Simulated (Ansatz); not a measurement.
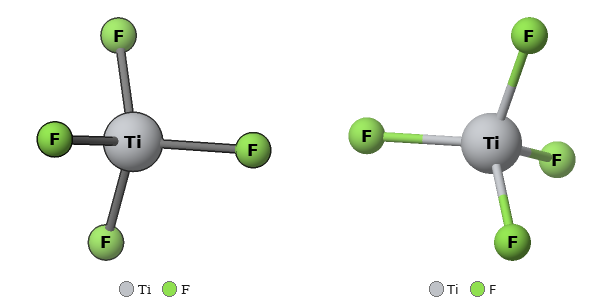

Both panels show the same species.

Charge 0, singlet.

Description:

It has 5 atoms: 1 titanium and 4 fluorine (TiF4). The point group is Td. Coordination: 1 Ti tetrahedral.

More results for the same structure follow; atom numbers are the same in all pictures, views and colours differ. Computed geometry: PBE0-D4/def2-TZVP optimisation.

**Geometry**

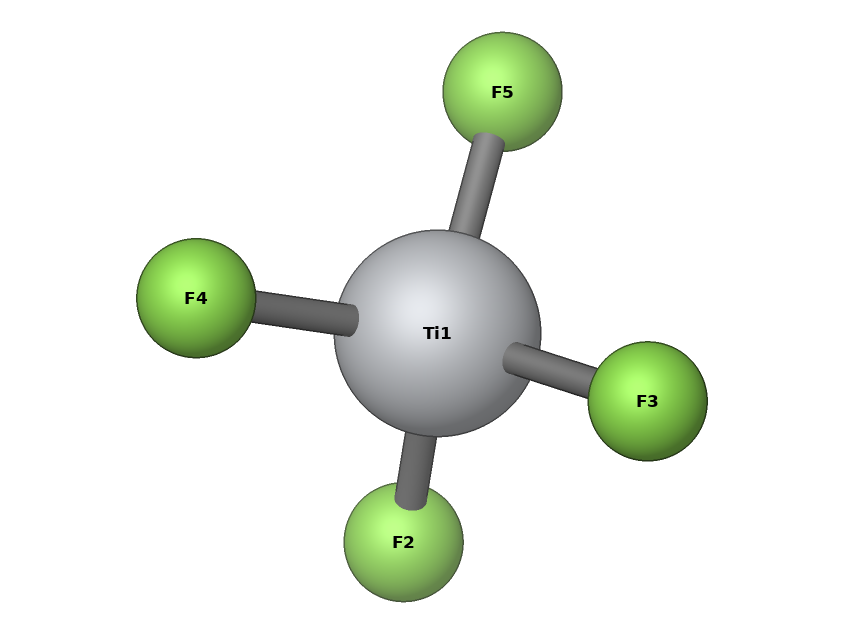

Which atoms are bonded, and how long are the bonds?

| bond | length (Å) |
| --- | --- |
| Ti1–F2 | 1.740 |
| Ti1–F3 | 1.740 |
| Ti1–F4 | 1.740 |
| Ti1–F5 | 1.740 |

**Vibrations**

Harmonic vibrations computed with RKS PBE0-D4/def2-TZVP (Ansatz 0.2.0) at a stationary point of the same level.

List the wavenumbers.

9 modes: 192, 192, 221, 221, 221, 729, 813, 813, 813 cm⁻¹.

**Electronic properties**

Level of theory: RKS PBE0-D4/def2-TZVPP (Ansatz 0.2.0).

Computed properties:

- HOMO energy (Kohn–Sham orbital): −12.52 eV
- LUMO energy (Kohn–Sham orbital): −3.10 eV
- HOMO–LUMO gap: 9.42 eV

**Charges**

The questions are on Mulliken charges. Level of theory: RKS PBE0-D4/def2-TZVP (Ansatz 0.2.0).

List the Mulliken charges.

```
atom  value (e)
 Ti1       1.67
  F2      −0.42
  F3      −0.42
  F4      −0.42
  F5      −0.42
```

Mulliken values depend strongly on the basis set and can even reverse the polarity of a bond.
